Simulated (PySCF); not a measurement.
SMILES C(=C/C=C)/[Si](F)(F)F (C4H5F3Si) at its GFN2-xTB optimised geometry (Å):

```
13

C      2.7658     0.3890     0.0006
C      1.4361     0.4273     0.0019
C      0.6146    -0.7581     0.0000
C     -0.7263    -0.7581     0.0000
Si    -1.8279     0.7357     0.0000
F     -1.6753     1.7165    -1.2428
F     -1.6819     1.7159     1.2439
F     -3.3618     0.3258    -0.0043
H      3.3618     1.2848     0.0023
H      3.3034    -0.5456    -0.0026
H      0.9155     1.3757     0.0052
H      1.1493    -1.7004    -0.0013
H     -1.2298    -1.7165    -0.0012
```

Level of theory: PBE/def2-TZVP in PySCF 2.14.0. Cells within 0.4 Å of a nucleus heavier than hydrogen are left out (blank, or x).

Map of the Laplacian of the electron density (e/bohr⁵) on the plane z = 1.2 Å:

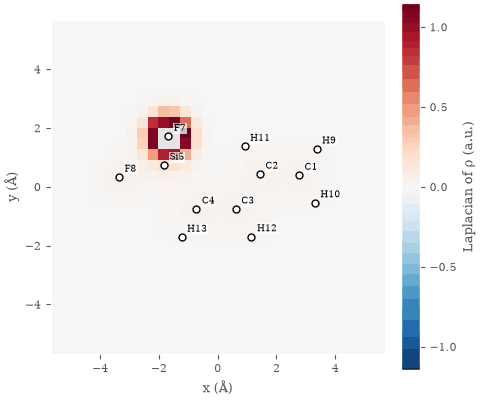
Laplacian of the electron density (e/bohr⁵) on the plane z = 1.2 Å.
